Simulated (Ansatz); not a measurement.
# B(SMe2)H3 (C2H9BS): a spread of methods and bases

Aim: run B(SMe2)H3 (C2H9BS) under a spread of inputs, and see what each costs and gives.

The runs use Ansatz 0.2.0, Gaussian basis; the settings change from run to run.

**1. The relaxed structure**

An earlier r2SCAN-D4/def2-SVP relaxation fixed the geometry.

13 atoms, charge 0, spin multiplicity 1.

Atoms are counted from 1 here; the program's logs count them from 0.

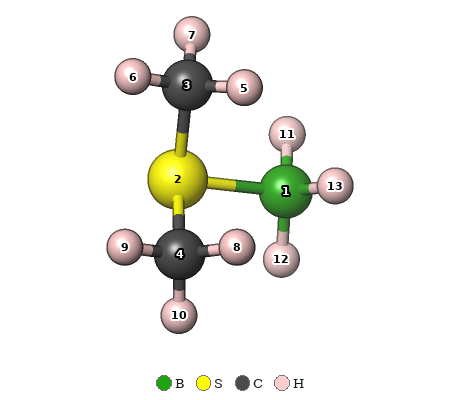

The geometry (boron green, sulfur yellow, carbon dark grey, hydrogen pink); atoms are numbered from 1 in the order of the file.

Geometry (Å):

```
B     0.4733    0.7283   -1.5137
S     0.3893    0.6129    0.4291
C     0.9564   -1.0685    0.7738
C    -1.3772    0.4226    0.7614
H     0.4157   -1.7752    0.1272
H     0.8128   -1.3062    1.8374
H     2.0263   -1.0942    0.5270
H    -1.7861   -0.3693    0.1167
H    -1.5408    0.1992    1.8253
H    -1.8485    1.3809    0.5048
H     1.6738    0.7062   -1.7316
H    -0.0471    1.8084   -1.7406
H    -0.1479   -0.2450   -1.9167
```

**2. HSE06/aug-cc-pVDZ**

This run has the search for lower states set to off.

The input, in.yaml:

```yaml
crystal:
  periodic: [false, false, false]
  atoms:
    - {symbol: B, position_ang: [0.473299, 0.728251, -1.513711]}
    - {symbol: S, position_ang: [0.389329, 0.612875, 0.429071]}
    - {symbol: C, position_ang: [0.956358, -1.068457, 0.773807]}
    - {symbol: C, position_ang: [-1.377178, 0.422552, 0.761425]}
    - {symbol: H, position_ang: [0.415657, -1.775216, 0.127169]}
    - {symbol: H, position_ang: [0.812808, -1.306183, 1.837411]}
    - {symbol: H, position_ang: [2.026330, -1.094219, 0.527021]}
    - {symbol: H, position_ang: [-1.786084, -0.369348, 0.116687]}
    - {symbol: H, position_ang: [-1.540753, 0.199220, 1.825257]}
    - {symbol: H, position_ang: [-1.848482, 1.380884, 0.504758]}
    - {symbol: H, position_ang: [1.673750, 0.706241, -1.731595]}
    - {symbol: H, position_ang: [-0.047111, 1.808394, -1.740608]}
    - {symbol: H, position_ang: [-0.147912, -0.245015, -1.916702]}
basis:
  gaussian: {orbitals: aug-cc-pVDZ}
hamiltonian: {xc: {name: HSE06}}
scf: {lower_state_search: off}
```

The run is started by

```
> ansatz run in.yaml --threads 4 --pin off --events-out ev --progress --plain --max-ram 3916MiB
```

Output:

```text
Functional definition: HSE06
  name "HSE06"
  cite "Heyd, Scuseria & Ernzerhof, J. Chem. Phys. 118, 8207 (2003) doi:10.1063/1.1564060"
  cite "Krukau, Vydrov, Izmaylov & Scuseria, J. Chem. Phys. 125, 224106 (2006) doi:10.1063/1.2404663"
  cite "Heyd & Scuseria, J. Chem. Phys. 120, 7274 (2004) doi:10.1063/1.1668634"
  cite "Ernzerhof & Perdew, J. Chem. Phys. 109, 3313 (1998) doi:10.1063/1.476928"
  cite "Perdew, Burke & Ernzerhof, Phys. Rev. Lett. 77, 3865 (1996) doi:10.1103/PhysRevLett.77.3865"
  parent pbe
  parameter a = 0.25
  parameter omega = 0.11/bohr
  # The whole range is PBE's own exchange, as in plane waves. The composition of these papers is wPBEh.
  exchange = pbe_x - a*pbe_x_sr(omega) + a*exact_x_sr(omega)
  correlation = pbe_c
these checks for a lower state are left out or cut short: stability, starts, cluster_reference, orbital_swaps, neighbouring_geometries, increment
1626 factors; their error is unknown
237 factors; integrals over basis functions are off by at most 4.4e-7 eV
mean field evaluation 1: about -13713.8131 eV, gradient 6.4e1 eV
mean field evaluation 2: about -13709.9381 eV, gradient 7.2e1 eV
mean field evaluation 4: about -13724.4979 eV, gradient 2.4e0 eV
mean field evaluation 8: about -13724.5141 eV, gradient 2.0e-2 eV
mean field evaluation 16: about -13724.5907 eV, gradient 2.8e-5 eV
mean field -13724.59068563 eV, -504.3694048352 hartree, gradient 9.3e-7 eV, S^2 0.000000; 0 other end points of the search recorded, 0 dependent functions left out
reference -13724.59078177 eV, -504.3694083684 hartree; 21, 21 occupied and 156, 156 virtual orbitals, 1626 factors
Total energy: -13724.59078177 eV, -504.3694083684 hartree
Checks for a lower state left out: stability, starts, cluster_reference, orbital_swaps, neighbouring_geometries, increment
```

Wall time 1.6 s (4 threads of Arm Neoverse V2, shared host).

**3. r2SCAN/def2-SVP**

Options: a point charge of 1.00 e beside it, D4 dispersion, the search for lower states set to light.

Edit in.yaml of step 2 so:

```diff
@@ -17,4 +17,4 @@
 basis:
-  gaussian: {orbitals: aug-cc-pVDZ}
-hamiltonian: {xc: {name: HSE06}}
-scf: {lower_state_search: off}
+  gaussian: {orbitals: def2-SVP, point_charges: [{charge: 1.00, position_ang: [6.848, -0.135, 0.525]}]}
+hamiltonian: {xc: {name: r2SCAN}, dispersion: d4}
+scf: {lower_state_search: light}
```

Same command.

Output:

```text
Functional definition: r2SCAN
  name "r2SCAN"
  cite "Furness, Kaplan, Ning, Perdew & Sun, J. Phys. Chem. Lett. 11, 8208 (2020) doi:10.1021/acs.jpclett.0c02405"
  cite "Furness, Kaplan, Ning, Perdew & Sun, J. Phys. Chem. Lett. 11, 9248 (2020) doi:10.1021/acs.jpclett.0c03077"
  parent r2scan
  parameter k0 = 0.174
  parameter k1 = 0.065
  parameter a1 = 4.9479
  exchange = r2scan_x(k0 = k0, k1 = k1, a1 = a1)
  correlation = r2scan_c
1197 factors; their error is unknown
mean field evaluation 1: about -13714.7148 eV, gradient 5.8e1 eV
mean field evaluation 2: about -13709.6928 eV, gradient 7.1e1 eV
mean field evaluation 4: about -13724.0216 eV, gradient 2.8e0 eV
mean field evaluation 8: about -13724.0479 eV, gradient 4.8e-2 eV
mean field evaluation 16: about -13724.0024 eV, gradient 4.2e-5 eV
mean field -13724.00240969 eV, -504.3477860931 hartree, gradient 4.2e-5 eV, S^2 0.000000; 0 other end points of the search recorded, 0 dependent functions left out
reference -13724.00242002 eV, -504.3477864726 hartree; 21, 21 occupied and 84, 84 virtual orbitals, 1197 factors
Total energy: -13724.06617578 eV, -504.3501294537 hartree
```

Wall time 1.8 s (4 threads of Arm Neoverse V2, shared host).

**4. B2GP-PLYP/STO-3G**

Edit in.yaml of step 3 so:

```diff
@@ -17,4 +17,5 @@
 basis:
-  gaussian: {orbitals: def2-SVP, point_charges: [{charge: 1.00, position_ang: [6.848, -0.135, 0.525]}]}
-hamiltonian: {xc: {name: r2SCAN}, dispersion: d4}
-scf: {lower_state_search: light}
+  gaussian: {orbitals: STO-3G}
+hamiltonian: {xc: {name: B2GP-PLYP}}
+scf: {omitted_lower_state_checks: [starts]}
+output: {forces: true}
```

Launched as before.

Output:

```text
Functional definition: B2GP-PLYP
  name "B2GP-PLYP"
  cite "Karton, Tarnopolsky, Lamère, Schatz & Martin, J. Phys. Chem. A 112, 12868 (2008) doi:10.1021/jp801805p"
  cite "Becke, Phys. Rev. A 38, 3098 (1988) doi:10.1103/PhysRevA.38.3098"
  cite "Lee, Yang & Parr, Phys. Rev. B 37, 785 (1988) doi:10.1103/PhysRevB.37.785"
  parameter a = 0.65
  parameter c = 0.36
  exchange = (1 - a)*b88_x + a*exact_x
  correlation = (1 - c)*lyp_c + c*(mp2_os + mp2_ss)
these checks for a lower state are left out or cut short: starts
433 factors; integrals over basis functions are off by at most 4.9e-5 eV
mean field evaluation 1: about -13562.6441 eV, gradient 1.6e1 eV
mean field evaluation 2: about -13562.7101 eV, gradient 1.6e1 eV
mean field evaluation 4: about -13563.7981 eV, gradient 1.2e0 eV
mean field evaluation 8: about -13563.8034 eV, gradient 5.5e-3 eV
mean field -13563.80335465 eV, -498.4605794071 hartree, gradient 7.2e-6 eV, S^2 0.000000; 0 other end points of the search recorded, 0 dependent functions left out
8 core orbitals not correlated: weight in the atoms' cores, before any rotation towards them, 1.000 or more for the frozen orbitals, at most 0.000 for the correlated occupied ones
reference -13563.80344767 eV, -498.4605828257 hartree; 13, 13 occupied and 12, 12 virtual orbitals, 433 factors
second order -5.83364802 eV of doubles, -0.00000000 eV of singles
the calculation of the forces begins
Total energy: -13565.90356096 eV, -498.5377605654 hartree
Atom 0 at     0.473299     0.728251    -1.513711 Å, force     0.119531     0.174852    -1.313971 eV/Å
Atom 1 at     0.389329     0.612875     0.429071 Å, force     0.513068     0.807094     0.468756 eV/Å
Atom 2 at     0.956358    -1.068457     0.773807 Å, force     0.099757    -0.315046    -0.108295 eV/Å
Atom 3 at    -1.377178     0.422552     0.761425 Å, force    -0.326997    -0.042294    -0.110818 eV/Å
Atom 4 at     0.415657    -1.775216     0.127169 Å, force     0.079521    -0.115631     0.160918 eV/Å
Atom 5 at     0.812808    -1.306183     1.837411 Å, force    -0.022598    -0.090538    -0.074834 eV/Å
Atom 6 at     2.026330    -1.094219     0.527021 Å, force    -0.026725    -0.129328     0.046349 eV/Å
Atom 7 at    -1.786084    -0.369348     0.116687 Å, force    -0.139661     0.024528     0.159563 eV/Å
Atom 8 at    -1.540753     0.199220     1.825257 Å, force    -0.072058    -0.059208    -0.075023 eV/Å
Atom 9 at    -1.848482     1.380884     0.504758 Å, force    -0.106548    -0.078221     0.046338 eV/Å
Atom 10 at     1.673750     0.706241    -1.731595 Å, force    -1.447076    -0.043687     0.176541 eV/Å
Atom 11 at    -0.047111     1.808394    -1.740608 Å, force     0.563858    -1.331813     0.187220 eV/Å
Atom 12 at    -0.147912    -0.245015    -1.916702 Å, force     0.765928     1.199293     0.437256 eV/Å
Dipole moment:    -0.236278    -0.361342     1.019572 e Å
Checks for a lower state left out: starts
```

Run time: 1.1 s. Hardware: 4 threads of Arm Neoverse V2, shared host.

Largest force 1.489 eV/Å, dipole 5.32 D.

**5. wPBEh/STO-3G**

Set apart from the defaults: atoms shaken by 0.08 Å, a grid of angular degree 11, the search for lower states set to light.

The input, in.yaml:

```yaml
crystal:
  periodic: [false, false, false]
  atoms:
    - {symbol: B, position_ang: [0.324861, 0.796695, -1.499507]}
    - {symbol: S, position_ang: [0.435193, 0.659455, 0.424503]}
    - {symbol: C, position_ang: [0.980579, -1.096981, 0.634780]}
    - {symbol: C, position_ang: [-1.364251, 0.428613, 0.841494]}
    - {symbol: H, position_ang: [0.493592, -1.690879, 0.137001]}
    - {symbol: H, position_ang: [0.721057, -1.230326, 1.733608]}
    - {symbol: H, position_ang: [2.130422, -0.960732, 0.470038]}
    - {symbol: H, position_ang: [-1.662277, -0.467739, 0.072154]}
    - {symbol: H, position_ang: [-1.521451, 0.125678, 1.750325]}
    - {symbol: H, position_ang: [-1.862269, 1.380136, 0.496647]}
    - {symbol: H, position_ang: [1.667633, 0.711737, -1.623163]}
    - {symbol: H, position_ang: [-0.133781, 1.774459, -1.827720]}
    - {symbol: H, position_ang: [-0.185482, -0.189661, -1.980221]}
basis:
  gaussian: {orbitals: STO-3G, final_grid: {core_spheres: 5, valence_spheres: 4, degree: 11}}
hamiltonian: {xc: {name: wPBEh}}
scf: {lower_state_search: light}
output: {forces: true}
```

Same command.

Output:

```text
Functional definition: wPBEh
  name "wPBEh"
  cite "Heyd, Scuseria & Ernzerhof, J. Chem. Phys. 118, 8207 (2003) doi:10.1063/1.1564060"
  cite "Krukau, Vydrov, Izmaylov & Scuseria, J. Chem. Phys. 125, 224106 (2006) doi:10.1063/1.2404663"
  cite "Heyd & Scuseria, J. Chem. Phys. 120, 7274 (2004) doi:10.1063/1.1668634"
  cite "Ernzerhof & Perdew, J. Chem. Phys. 109, 3313 (1998) doi:10.1063/1.476928"
  cite "Perdew, Burke & Ernzerhof, Phys. Rev. Lett. 77, 3865 (1996) doi:10.1103/PhysRevLett.77.3865"
  parent pbe
  parameter a = 0.25
  parameter omega = 0.11/bohr
  exchange = wpbe_x - a*pbe_x_sr(omega) + a*exact_x_sr(omega)
  correlation = pbe_c
433 factors; integrals over basis functions are off by at most 4.2e-5 eV
83 factors; integrals over basis functions are off by at most 1.9e-7 eV
mean field evaluation 1: about -13568.7017 eV, gradient 1.7e1 eV
mean field evaluation 2: about -13569.3945 eV, gradient 1.2e1 eV
mean field evaluation 4: about -13569.9868 eV, gradient 8.0e-1 eV
mean field evaluation 8: about -13569.8995 eV, gradient 1.9e-2 eV
mean field -13569.89947411 eV, -498.6846076654 hartree, gradient 5.0e-5 eV, S^2 0.000000; 0 other end points of the search recorded, 0 dependent functions left out
the calculation of the forces begins
reference -13569.89953605 eV, -498.6846099415 hartree; 21, 21 occupied and 12, 12 virtual orbitals, 433 factors
Total energy: -13569.89953605 eV, -498.6846099415 hartree
Atom 0 at     0.324861     0.796695    -1.499507 Å, force     4.709823    -2.600091    -0.819270 eV/Å
Atom 1 at     0.435193     0.659455     0.424503 Å, force    -1.611369    -0.292986     0.001307 eV/Å
Atom 2 at     0.980579    -1.096981     0.634780 Å, force     7.863315    10.737505     9.053983 eV/Å
Atom 3 at    -1.364251     0.428613     0.841494 Å, force     1.168814    -0.065901   -10.784615 eV/Å
Atom 4 at     0.493592    -1.690879     0.137001 Å, force    -6.078212    -8.275229    -7.571630 eV/Å
Atom 5 at     0.721057    -1.230326     1.733608 Å, force     1.014150    -0.651685    -1.175841 eV/Å
Atom 6 at     2.130422    -0.960732     0.470038 Å, force    -2.546506    -1.413590     0.205556 eV/Å
Atom 7 at    -1.662277    -0.467739     0.072154 Å, force     0.261534     2.815583     2.440575 eV/Å
Atom 8 at    -1.521451     0.125678     1.750325 Å, force    -1.289081    -1.703748     7.199355 eV/Å
Atom 9 at    -1.862269     1.380136     0.496647 Å, force     0.220555    -1.175729     0.869303 eV/Å
Atom 10 at     1.667633     0.711737    -1.623163 Å, force    -3.530141     0.481206    -0.319562 eV/Å
Atom 11 at    -0.133781     1.774459    -1.827720 Å, force    -0.473090     1.300977     0.002197 eV/Å
Atom 12 at    -0.185482    -0.189661    -1.980221 Å, force     0.290208     0.843688     0.898642 eV/Å
Dipole moment:    -0.204020    -0.356767     1.040357 e Å
```

Run time: 0.4 s. Hardware: 4 threads of Arm Neoverse V2, shared host.

Largest force 16.097 eV/Å, dipole 5.37 D.

**6. All runs side by side**

| level | charge | multiplicity | geometry | functions | energy (eV) | time |
| --- | --- | --- | --- | --- | --- | --- |
| HSE06/aug-cc-pVDZ | 0 | 1 | relaxed | 177 | -13724.591 | 1.6 s |
| r2SCAN/def2-SVP | 0 | 1 | relaxed, point charge | 105 | -13724.066 | 1.8 s |
| B2GP-PLYP/STO-3G | 0 | 1 | relaxed | 33 | -13565.904 | 1.1 s |
| wPBEh/STO-3G | 0 | 1 | shaken | 33 | -13569.900 | 0.4 s |

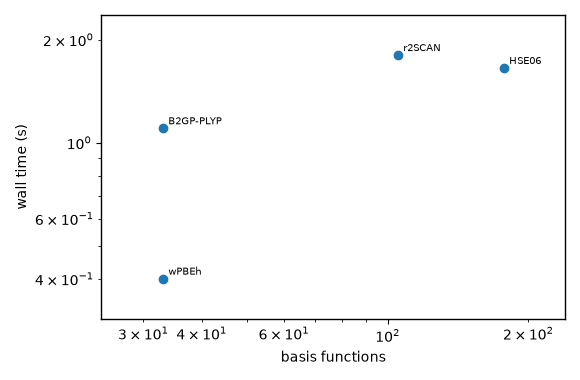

Wall time against the number of basis functions (shared host).

**7. What came out**

| quantity | value |
| --- | --- |
| runs | 4 |
| quickest | wPBEh/STO-3G, 0.4 s |
| slowest | r2SCAN/def2-SVP, 1.8 s |
| spread of total energies, same state and geometry | 158.7 eV |

**Reading.** r2SCAN/def2-SVP took 4 times as long as wPBEh/STO-3G. The jobs differ in tasks and options as well as level. The totals spread over 159 eV; they can't be compared across methods or bases. At the r2SCAN-D4/def2-SVP geometry and in the same state, the sound runs without point charges leave forces up to 1.49 eV/Å (B2GP-PLYP/STO-3G), against 16.1 eV/Å where the atoms were moved.
